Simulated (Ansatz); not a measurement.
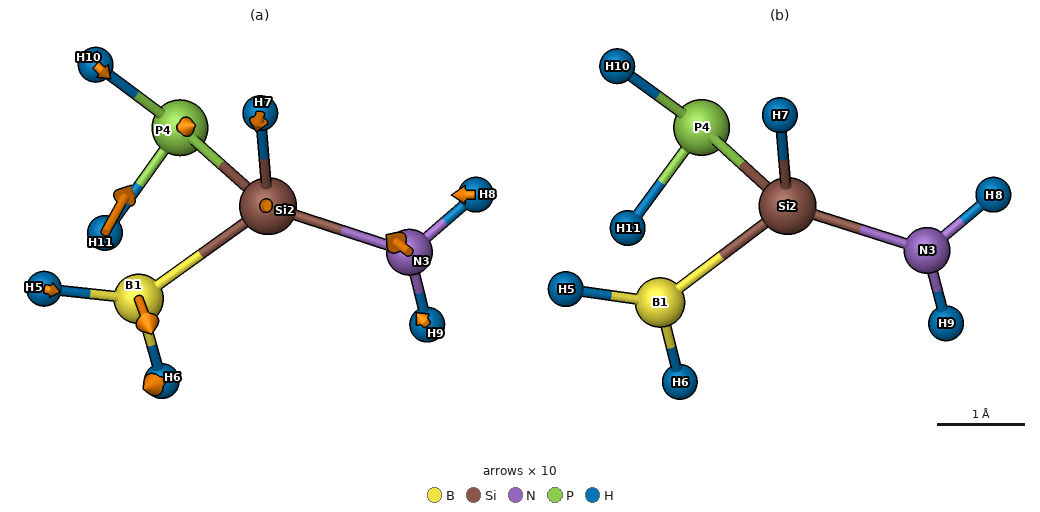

The structure of BSiPNH7 before (left) and after (right) a relaxation, at one scale. The orange arrows give the displacements, magnified 10 times.

A ball-and-stick model, seen at a tilt.

The start comes from PBE-D4/def2-SVP.

The calculation used RKS PBE0-D4/def2-TZVP in Ansatz 0.2.0. Settings: force threshold 0.005 eV/Å; at most 150 steps.

> Summarise the run.

The atom that moves furthest after the best rigid fit is H11 (0.087 Å). By element the largest moves are H 0.087 Å, B 0.071 Å, N 0.052 Å, P 0.030 Å, Si 0.015 Å. Some distances before and after: B1–H11 1.638 → 1.778 Å, P4–H11 1.503 → 1.459 Å, Si2–P4 2.358 → 2.318 Å, Si2–N3 1.731 → 1.706 Å. Among the angles between lasting bonds that change: B1–Si2–P4 67.7° → 70.6°, Si2–P4–H11 89.3° → 92.0°. The energy falls by 5.40 kJ/mol in 10 accepted moves (11 points after the start). Largest force component: 0.62 eV/Å at the start, 0.0046 eV/Å at the end. The line search rejected the trial step at point 7 of the run.
